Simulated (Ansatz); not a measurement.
Consider ScB.

Input

```
crystal:
  lattice:
    - [0.0, 2.6906291556, 2.6906291556]
    - [2.6906291556, 0.0, 2.6906291556]
    - [2.6906291556, 2.6906291556, 0.0]
  atoms:
    - { symbol: Sc, position: [0.0, 0.0, 0.0] }
    - { symbol: B, position: [0.25, 0.25, 0.25] }
basis:
  ecutwfc: 500
kpoints:
  mp_grid: { grid: [18, 18, 18] }
hamiltonian:
  xc: r2scan
scf:
  occupations: { method: gaussian, width: 0.1 }
output:
  forces: true
  stress: true
  eigenvalues: true
  write_density: true
  write_potential: true
  elf: true
  volumetric_format: npy
relax:
  adjacent_minimum: "off"
  f_tol: 0.01
  max_steps: 80
  cell: { stress_tol: 0.05 }
```

Launched as:

```sh
ansatz run input.yaml --threads 1 --pin off --max-ram 2560MiB --backend cpu --events-out ev --progress --plain --runs-dir out
```

Below, planes, directions and counts refer to the conventional cell (a = 5.39 Å, b = 5.39 Å, c = 5.39 Å, α = 90.00°, β = 90.00°, γ = 90.00°).

The fields are those of the run's last geometry, not of the input's.

Space group F-43m; started from the zinc blende_216 prototype, which need not be the ambient phase.

These are results of Ansatz, DFT r2SCAN, scalar-relativistic, plane waves, PAW, not measurements.

Q: Predict the valence pseudo-density and electron localisation function between the atoms.

A: Sc–B (2.33 Å): ρ at the midpoint is about 0.35 e/Å³; the ELF peaks at about 0.80 in the valence shell of B, 0.8 Å from its nucleus, and is about 0.25 at the midpoint.

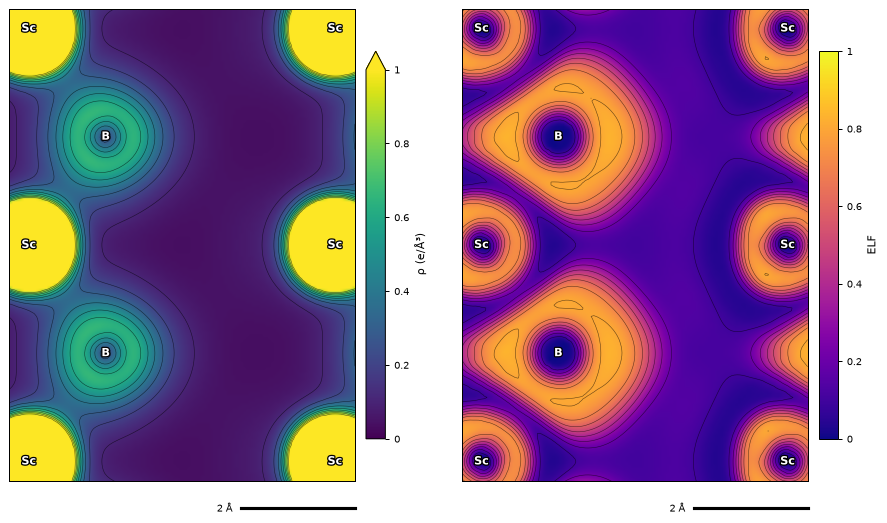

Computed valence pseudo-density and electron localisation function on the (110) plane of the conventional cell, in this order. 

The density is the valence pseudo-density of a PAW calculation; it isn't the true density close to the nuclei.
